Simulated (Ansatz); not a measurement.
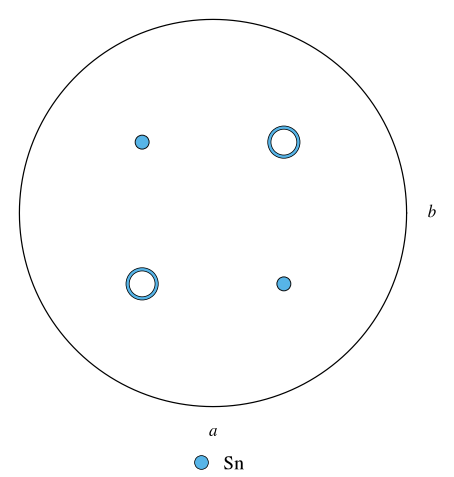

Crystal: Sn, the end point of a relaxation with DFT, r2SCAN, plane waves, PAW (Ansatz); the starting structure was generated, so it need not be a known form of this composition. Directions from one tin atom at (0, 0, 1/2) to its bonded neighbours, in stereographic projection down c (filled: above the plane of the page or in it, open: below). The drawing is computed from the coordinates (standard cell, symmetry found to 0.002 Å).

Neighbours are counted up to 3.19 Å for Sn.

```yaml
crystal:
  lattice:
    - [6.56892, 0.00000, 0.00000]
    - [0.00000, 6.56892, 0.00000]
    - [0.00000, 0.00000, 6.56892]
  atoms:
    - { symbol: Sn, position: [0.00000, 0.00000, 0.50000] }
    - { symbol: Sn, position: [0.25000, 0.75000, 0.25000] }
    - { symbol: Sn, position: [0.00000, 0.50000, 0.00000] }
    - { symbol: Sn, position: [0.25000, 0.25000, 0.75000] }
    - { symbol: Sn, position: [0.50000, 0.00000, 0.00000] }
    - { symbol: Sn, position: [0.75000, 0.75000, 0.75000] }
    - { symbol: Sn, position: [0.50000, 0.50000, 0.50000] }
    - { symbol: Sn, position: [0.75000, 0.25000, 0.25000] }
```

**How many neighbours are there, and at what angles?**

4: 4 Sn at 2.84 Å. Angles between bonds: 109° (6×).

**What is the site's symmetry in the crystal?**

Point group -43m (Td), order 24: three −4 axes, four threefold axes, six mirror planes. In No. 227, Fd-3m, origin choice 1 this is Wyckoff position 8b.
